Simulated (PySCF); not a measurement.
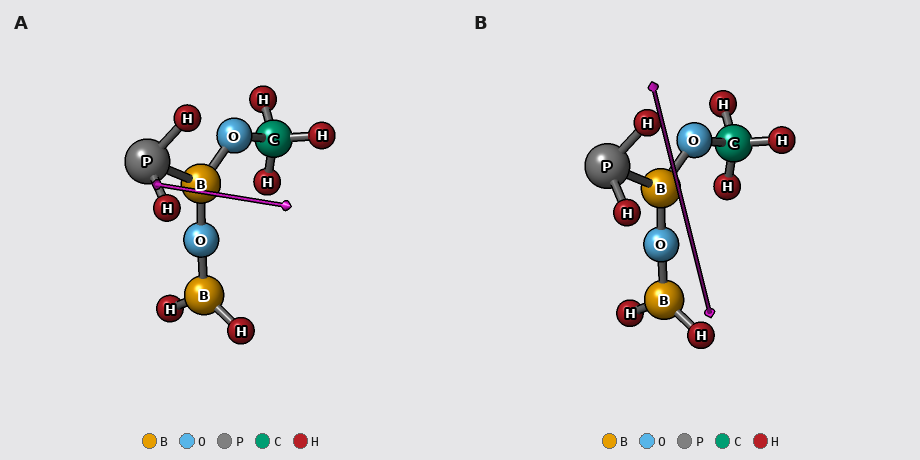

The double arrows show the directions of two transition dipoles from the ground state (lengths mean nothing). Computed geometry: GFN2-xTB optimisation. No frequency run is at hand to confirm it as a minimum. Properties computed with TDDFT PBE0/def2-SVPD, vertical, gas phase, core orbitals frozen in the response (PySCF 2.14.0).

One belongs to singlet state 1 and one to singlet state 3. Which is which?

A: state 3, 6.35 eV (195 nm), oscillator strength 0.037, mainly HOMO → LUMO+1 (weight 0.93).
B: state 1, 5.41 eV (229 nm), oscillator strength 0.021, mainly HOMO → LUMO (weight 0.93).

The geometry is semi-empirical. Around B, P such bond lengths and angles can be off by a tenth of an ångström or more and by several degrees, and values that hang on the shape move with them.
